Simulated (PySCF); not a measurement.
# HBS (hydrogen boron sulfide) at 6 levels

We compute a comparison of 6 runs (HF/STO-3G, HF/3-21G, B3LYP/6-31G*, B2PLYP/def2-TZVPPD, wB97M-V/def2-TZVPPD, SCS-MP2/def2-TZVPPD) of HBS (hydrogen boron sulfide). 

The results are computed with PySCF 2.14.0.

1 further run of the same task is left out (set aside as unsound or not needed).

### Step 1. The system as given

HBS: 3 atoms, total charge 0, spin state singlet. SMILES: `B=S`. The shape is that of a PBE0-D4/def2-TZVP optimisation.

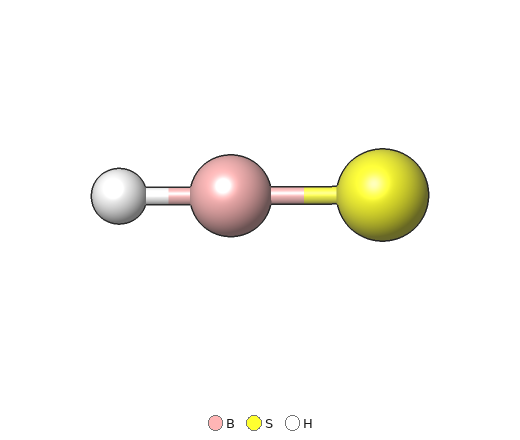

The structure, seen from a chosen angle (boron pink, sulfur yellow, hydrogen white).

### Step 2. A single-point energy at HF/STO-3G (run 1)

Input file geometry.xyz:

```xyz
3

B     -0.038660    -0.014560     0.134750
S      0.399170     0.147640    -1.393290
H     -0.360510    -0.133080     1.258530
```

Input file run.py:

```python
from pyscf import gto

mol = gto.M(
    atom='geometry.xyz',
    basis='sto-3g',
    max_memory=1860,
    verbose=4,
)

mf = mol.RHF()
mf.conv_tol = 1e-10
mf.kernel()
if not mf.converged:
    mf = mf.newton().run(mf.mo_coeff, mf.mo_occ)

energy = mf.e_tot
print('Final energy', energy)
```

Started as:

```bash
OMP_NUM_THREADS=1 python run.py
```

The log of the run:

```text
PySCF version 2.14.0

[INPUT] num. atoms = 3
[INPUT] num. electrons = 22
[INPUT] charge = 0
[INPUT] spin (= nelec alpha-beta = 2S) = 0
[INPUT] symmetry False subgroup None
[INPUT] Mole.unit = angstrom
[INPUT] Symbol           X                Y                Z      unit          X                Y                Z       unit  Magmom
[INPUT]  1 B     -0.038660000000  -0.014560000000   0.134750000000 AA   -0.073056811976  -0.027514412374   0.254640595285 Bohr   0.0
[INPUT]  2 S      0.399170000000   0.147640000000  -1.393290000000 AA    0.754321977143   0.278999165031  -2.632936512095 Bohr   0.0
[INPUT]  3 H     -0.360510000000  -0.133080000000   1.258530000000 AA   -0.681265165167  -0.251484752657   2.378277019549 Bohr   0.0

nuclear repulsion = 31.8010848419822
number of shells = 9
number of NR pGTOs = 45
number of NR cGTOs = 15
basis = sto-3g
ecp = {}

******** <class 'pyscf.scf.hf.RHF'> ********
method = RHF
initial guess = minao
damping factor = 0
level_shift factor = 0
DIIS = <class 'pyscf.scf.diis.CDIIS'>
diis_start_cycle = 1
diis_space = 8
diis_damp = 0
SCF conv_tol = 1e-10
SCF conv_tol_grad = None
SCF max_cycles = 50
direct_scf = True
direct_scf_tol = 1e-13
Set gradient conv threshold to 1e-05
Initial guess from minao.
init E= -417.953313968161
  HOMO = -0.299681853155145  LUMO = 0.184400670079562  gap/eV = 13.17256
cycle= 1 E= -418.021668191205  delta_E= -0.0684  |g|= 0.463  |ddm|= 2.17
  HOMO = -0.246712145150616  LUMO = 0.231088173167871  gap/eV = 13.00161
cycle= 2 E= -418.050789735685  delta_E= -0.0291  |g|= 0.45  |ddm|= 1.33
  HOMO = -0.28211687754324  LUMO = 0.283650031236917  gap/eV = 15.39530
cycle= 3 E= -418.11948057323  delta_E= -0.0687  |g|= 0.0265  |ddm|= 0.619
  HOMO = -0.292511368546699  LUMO = 0.288426346420864  gap/eV = 15.80812
cycle= 4 E= -418.119920383089  delta_E= -0.00044  |g|= 0.00343  |ddm|= 0.0749
  HOMO = -0.290074865381902  LUMO = 0.286481864918043  gap/eV = 15.68891
cycle= 5 E= -418.119931019232  delta_E= -1.06e-05  |g|= 0.00154  |ddm|= 0.0123
  HOMO = -0.290419366030421  LUMO = 0.286972170530594  gap/eV = 15.71162
cycle= 6 E= -418.119932142798  delta_E= -1.12e-06  |g|= 0.000462  |ddm|= 0.0038
  HOMO = -0.2905922915324  LUMO = 0.287084765577921  gap/eV = 15.71939
cycle= 7 E= -418.119932237504  delta_E= -9.47e-08  |g|= 1.04e-05  |ddm|= 0.00137
  HOMO = -0.290589724545646  LUMO = 0.287081266420668  gap/eV = 15.71923
cycle= 8 E= -418.119932237557  delta_E= -5.31e-11  |g|= 5.58e-07  |ddm|= 3.28e-05
  HOMO = -0.290589385672116  LUMO = 0.287081190890212  gap/eV = 15.71922
Extra cycle  E= -418.119932237557  delta_E= 1.14e-13  |g|= 1.7e-07  |ddm|= 1.31e-06
converged SCF energy = -418.119932237557
Final energy -418.11993223755667
```

It took 0.62 s on 1 thread of Intel Xeon Platinum 8488C (Sapphire Rapids), shared host; peak memory 0.12 GiB.

### Step 3. The energy at HF/3-21G (run 2)

Input file job.py:

```python
# hydrogen boron sulfide
from pyscf import gto, scf

mol = gto.Mole()
mol.atom = '''
B     -0.073057    -0.027514     0.254641
S      0.754322     0.278999    -2.632937
H     -0.681265    -0.251485     2.378277
'''
mol.unit = 'bohr'
mol.max_memory = 1860
mol.charge = 0
mol.verbose = 3
mol.basis = '3-21g'
mol.build()

hf = scf.RHF(mol)
hf.conv_tol = 1e-10
hf.kernel()
if not hf.converged:
    hf = hf.newton().run(hf.mo_coeff, hf.mo_occ)

energy = hf.e_tot
print('E = %.10f Eh' % energy)
```

Started as:

```bash
OMP_NUM_THREADS=1 python job.py
```

The log of the run:

```text
converged SCF energy = -420.697146866434
E = -420.6971468664 Eh
```

Wall time 0.54 s (1 thread of Intel Xeon Platinum 8488C (Sapphire Rapids), shared host); peak memory 0.1 GiB.

Run 3 isn't shown in full; the table further down has it.

### Step 4. The energy at B2PLYP/def2-TZVPPD (run 4)

Edit geometry.xyz of step 2 so:

```diff
@@ -1,3 +1,3 @@
 3
-
+BHS
 B     -0.038660    -0.014560     0.134750
```

Input file input.py:

```python
from pyscf import gto, dft, mp

system = gto.Mole()
system.atom = 'geometry.xyz'
system.charge = 0
system.verbose = 4
system.basis = 'def2-tzvppd'
system.max_memory = 1860
system.build()

mf = dft.RKS(system)
mf.xc = '0.53*HF + 0.47*B88, 0.73*LYP'
mf.conv_tol = 1e-10
mf.grids.level = 5
mf.kernel()
if not mf.converged:
    mf = mf.newton().run(mf.mo_coeff, mf.mo_occ)

pt = mp.MP2(mf, frozen=6).run()
e_final = mf.e_tot + 0.27 * pt.e_corr
print('PT2 part  %.8f' % (0.27 * pt.e_corr))
print(f'total energy: {e_final:.8f} hartree')
```

Started as:

```bash
OMP_NUM_THREADS=1 python input.py
```

The log of the run:

```text
PySCF version 2.14.0

[INPUT] num. atoms = 3
[INPUT] num. electrons = 22
[INPUT] charge = 0
[INPUT] spin (= nelec alpha-beta = 2S) = 0
[INPUT] symmetry False subgroup None
[INPUT] Mole.unit = angstrom
[INPUT] Symbol           X                Y                Z      unit          X                Y                Z       unit  Magmom
[INPUT]  1 B     -0.038660000000  -0.014560000000   0.134750000000 AA   -0.073056811976  -0.027514412374   0.254640595285 Bohr   0.0
[INPUT]  2 S      0.399170000000   0.147640000000  -1.393290000000 AA    0.754321977143   0.278999165031  -2.632936512095 Bohr   0.0
[INPUT]  3 H     -0.360510000000  -0.133080000000   1.258530000000 AA   -0.681265165167  -0.251484752657   2.378277019549 Bohr   0.0

nuclear repulsion = 31.8010848419822
number of shells = 37
number of NR pGTOs = 143
number of NR cGTOs = 105
basis = def2-tzvppd
ecp = {}

******** <class 'pyscf.dft.rks.RKS'> ********
method = RKS
initial guess = minao
damping factor = 0
level_shift factor = 0
DIIS = <class 'pyscf.scf.diis.CDIIS'>
diis_start_cycle = 1
diis_space = 8
diis_damp = 0
SCF conv_tol = 1e-10
SCF conv_tol_grad = None
SCF max_cycles = 50
direct_scf = True
direct_scf_tol = 1e-13
XC library pyscf.dft.libxc version 7.0.0
    S. Lehtola, C. Steigemann, M. J.T. Oliveira, and M. A.L. Marques.,  SoftwareX 7, 1–5 (2018)
XC functionals = 0.53*HF + 0.47*B88, 0.73*LYP
    A. D. Becke.,  Phys. Rev. A 38, 3098 (1988)
    C. Lee, W. Yang, and R. G. Parr.,  Phys. Rev. B 37, 785 (1988)
    B. Miehlich, A. Savin, H. Stoll, and H. Preuss.,  Chem. Phys. Lett. 157, 200 (1989)
radial grids:
    Treutler-Ahlrichs [JCP 102, 346 (1995); DOI:10.1063/1.469408] (M4) radial grids

becke partition: Becke, JCP 88, 2547 (1988); DOI:10.1063/1.454033
pruning grids: <function nwchem_prune>
grids dens level: 5
symmetrized grids: False
atomic radii adjust function: <function treutler_atomic_radii_adjust>
small_rho_cutoff = 0
Set gradient conv threshold to 1e-05
[... 1 set-up line as earlier in the session ...]
tot grids = 109752
init E= -423.514960133019
  HOMO = -0.347700485694881  LUMO = -0.0390085940664855  gap/eV = 8.39993
cycle= 1 E= -423.403182931303  delta_E= 0.112  |g|= 0.264  |ddm|= 1.33
  HOMO = -0.316423162271531  LUMO = -0.0108092903286976  gap/eV = 8.31618
cycle= 2 E= -423.390813610426  delta_E= 0.0124  |g|= 0.364  |ddm|= 0.498
  HOMO = -0.33906142012077  LUMO = 0.000769631437931626  gap/eV = 9.24727
cycle= 3 E= -423.431677292116  delta_E= -0.0409  |g|= 0.0266  |ddm|= 0.268
  HOMO = -0.346824634033316  LUMO = -0.00102260416924543  gap/eV = 9.40975
cycle= 4 E= -423.431854320887  delta_E= -0.000177  |g|= 0.00992  |ddm|= 0.0255
  HOMO = -0.344755978163413  LUMO = 0.000717057980402294  gap/eV = 9.40080
cycle= 5 E= -423.43188016184  delta_E= -2.58e-05  |g|= 0.00255  |ddm|= 0.0133
  HOMO = -0.344955629511146  LUMO = 0.000435888676889411  gap/eV = 9.39858
cycle= 6 E= -423.43188205621  delta_E= -1.89e-06  |g|= 0.000294  |ddm|= 0.00194
  HOMO = -0.344971484003529  LUMO = 0.000406528247446679  gap/eV = 9.39821
cycle= 7 E= -423.431882104282  delta_E= -4.81e-08  |g|= 0.0001  |ddm|= 0.000491
  HOMO = -0.344975209005806  LUMO = 0.000417403022649625  gap/eV = 9.39861
cycle= 8 E= -423.431882107941  delta_E= -3.66e-09  |g|= 9.53e-06  |ddm|= 0.000119
  HOMO = -0.344975724253759  LUMO = 0.000417930895235946  gap/eV = 9.39864
cycle= 9 E= -423.431882107976  delta_E= -3.44e-11  |g|= 5.27e-07  |ddm|= 1.19e-05
  HOMO = -0.344975750882477  LUMO = 0.000417915492883792  gap/eV = 9.39864
Extra cycle  E= -423.431882107977  delta_E= -7.39e-13  |g|= 1.3e-07  |ddm|= 9.39e-07
converged SCF energy = -423.431882107977

******** <class 'pyscf.mp.mp2.RMP2'> ********
nocc = 5, nmo = 99
frozen orbitals 6
E(RMP2) = -423.763682012286  E_corr = -0.331799904309853
E(SCS-RMP2) = -423.762514725957  E_corr = -0.330632617980701
E_corr(same-spin) = -0.0779160775282179
E_corr(oppo-spin) = -0.253883826781635
PT2 part  -0.08958597
total energy: -423.52146808 hartree
```

Run time: 6.9 s. Hardware: 1 thread of Intel Xeon Platinum 8488C (Sapphire Rapids), shared host; peak memory 0.51 GiB.

Run 5 isn't shown in full; the table further down has it.

### Step 5. A single-point energy at SCS-MP2/def2-TZVPPD (run 6)

Input file calc.py:

```python
from pyscf import gto, scf, mp

mol = gto.Mole()
mol.atom = [
    ('B', (-0.038660, -0.014560, 0.134750)),
    ('S', (0.399170, 0.147640, -1.393290)),
    ('H', (-0.360510, -0.133080, 1.258530)),
]
mol.verbose = 4
mol.max_memory = 1860
mol.basis = 'def2-tzvppd'
mol.charge = 0
mol.spin = 0
mol.build()

mf = scf.RHF(mol)
mf.conv_tol = 1e-10
mf.kernel()
if not mf.converged:
    mf = mf.newton().run(mf.mo_coeff, mf.mo_occ)

pt = mp.MP2(mf, frozen=6).run()
etot = mf.e_tot + 1.2 * pt.e_corr_os + pt.e_corr_ss / 3
print('Final energy', etot)
```

Started as:

```bash
OMP_NUM_THREADS=1 python calc.py
```

The log of the run:

```text
PySCF version 2.14.0

[INPUT] num. atoms = 3
[INPUT] num. electrons = 22
[INPUT] charge = 0
[INPUT] spin (= nelec alpha-beta = 2S) = 0
[INPUT] symmetry False subgroup None
[INPUT] Mole.unit = angstrom
[INPUT] Symbol           X                Y                Z      unit          X                Y                Z       unit  Magmom
[INPUT]  1 B     -0.038660000000  -0.014560000000   0.134750000000 AA   -0.073056811976  -0.027514412374   0.254640595285 Bohr   0.0
[INPUT]  2 S      0.399170000000   0.147640000000  -1.393290000000 AA    0.754321977143   0.278999165031  -2.632936512095 Bohr   0.0
[INPUT]  3 H     -0.360510000000  -0.133080000000   1.258530000000 AA   -0.681265165167  -0.251484752657   2.378277019549 Bohr   0.0

nuclear repulsion = 31.8010848419822
number of shells = 37
number of NR pGTOs = 143
number of NR cGTOs = 105
basis = def2-tzvppd
ecp = {}

******** <class 'pyscf.scf.hf.RHF'> ********
method = RHF
initial guess = minao
damping factor = 0
level_shift factor = 0
DIIS = <class 'pyscf.scf.diis.CDIIS'>
diis_start_cycle = 1
diis_space = 8
diis_damp = 0
SCF conv_tol = 1e-10
SCF conv_tol_grad = None
SCF max_cycles = 50
direct_scf = True
direct_scf_tol = 1e-13
Set gradient conv threshold to 1e-05
[... 1 set-up line as earlier in the session ...]
init E= -422.923833133394
  HOMO = -0.361683625725319  LUMO = 0.0290293670858975  gap/eV = 10.63184
cycle= 1 E= -422.777653395367  delta_E= 0.146  |g|= 0.343  |ddm|= 1.24
  HOMO = -0.388068906355192  LUMO = 0.0317426810513361  gap/eV = 11.42366
cycle= 2 E= -422.81308264047  delta_E= -0.0354  |g|= 0.246  |ddm|= 0.449
  HOMO = -0.403048298328886  LUMO = 0.0403978594566965  gap/eV = 12.06678
cycle= 3 E= -422.829865917318  delta_E= -0.0168  |g|= 0.0315  |ddm|= 0.197
  HOMO = -0.403145243944213  LUMO = 0.0410195486071778  gap/eV = 12.08634
cycle= 4 E= -422.830411426574  delta_E= -0.000546  |g|= 0.00705  |ddm|= 0.0512
  HOMO = -0.402730623513994  LUMO = 0.0409620473142702  gap/eV = 12.07349
cycle= 5 E= -422.83044404353  delta_E= -3.26e-05  |g|= 0.00182  |ddm|= 0.0119
  HOMO = -0.402712210238761  LUMO = 0.0409548432577154  gap/eV = 12.07280
cycle= 6 E= -422.830446616463  delta_E= -2.57e-06  |g|= 0.000709  |ddm|= 0.00317
  HOMO = -0.402786281743062  LUMO = 0.0409639817896661  gap/eV = 12.07506
cycle= 7 E= -422.83044699402  delta_E= -3.78e-07  |g|= 0.000134  |ddm|= 0.00137
  HOMO = -0.402772725133876  LUMO = 0.0409677747529287  gap/eV = 12.07479
cycle= 8 E= -422.83044700452  delta_E= -1.05e-08  |g|= 2.5e-05  |ddm|= 0.000225
  HOMO = -0.40277968504209  LUMO = 0.0409679862041052  gap/eV = 12.07499
cycle= 9 E= -422.830447004916  delta_E= -3.96e-10  |g|= 5.31e-06  |ddm|= 4.4e-05
  HOMO = -0.402779009612495  LUMO = 0.0409681274182425  gap/eV = 12.07497
cycle= 10 E= -422.830447004934  delta_E= -1.83e-11  |g|= 8.39e-07  |ddm|= 1.21e-05
  HOMO = -0.402779138895235  LUMO = 0.0409681323114839  gap/eV = 12.07498
Extra cycle  E= -422.830447004936  delta_E= -1.42e-12  |g|= 3.21e-07  |ddm|= 1.48e-06
converged SCF energy = -422.830447004936

******** <class 'pyscf.mp.mp2.RMP2'> ********
nocc = 5, nmo = 99
frozen orbitals 6
E(RMP2) = -423.093724157799  E_corr = -0.263277152862695
E(SCS-RMP2) = -423.093973469931  E_corr = -0.263526464995104
E_corr(same-spin) = -0.06046859820015
E_corr(oppo-spin) = -0.202808554662545
Final energy -423.0939734699309
```

Wall time 1.9 s (1 thread of Intel Xeon Platinum 8488C (Sapphire Rapids), shared host); peak memory 0.25 GiB.

### Step 6. The series

```
run                               level  integration grid  frozen core orbitals  energy (Eh)  dipole moment (D) of the reference  HOMO energy (eV)  LUMO energy (eV)  wall time
  1                           HF/STO-3G                 –                     –  -418.119932                                1.01             -7.91              7.81     0.62 s
  2                            HF/3-21G                 –                     –  -420.697147                                2.41            -11.19              2.38     0.54 s
  3  B3LYP/6-31G* (spherical functions)                 5                     –  -423.650474                                1.54             -8.16             -1.09      2.2 s
  4                  B2PLYP/def2-TZVPPD                 5                     6  -423.521468                                1.65             -9.39              0.01      6.9 s
  5                 wB97M-V/def2-TZVPPD                 5                     –  -423.636763                                1.45            -10.69              0.63       25 s
  6                 SCS-MP2/def2-TZVPPD                 –                     6  -423.093973                                2.00            -10.96              1.11      1.9 s
```

### Step 7. Results

| quantity | value |
| --- | --- |
| run 6: total energy | -423.09397 Eh |
| run 6: dipole moment (Hartree–Fock density) | 2.00 D |
| run 6: HOMO energy (Hartree–Fock orbitals) | -10.96 eV |
| run 6: LUMO energy (Hartree–Fock orbitals) | 1.11 eV |
| run 6: HOMO–LUMO gap (Hartree–Fock orbitals) | 12.07 eV |
| run 6: correlation energy (6 core orbitals frozen) | -263.5 mEh |

What this shows: Over runs 1, 2, 3, 4, 5 the dipole moment (its size) runs from 1.01 D (HF/STO-3G) to 2.41 D (HF/3-21G). Over runs 1, 2, 3, 4, 5 the HOMO–LUMO gap runs from 7.07 eV (B3LYP/6-31G*) to 15.72 eV (HF/STO-3G). The two ends differ in method and basis. Totals of different functionals can't be ranked against each other. In run 1 the basis is minimal, so the values are rough. All runs together took 37 s, the longest 25 s.
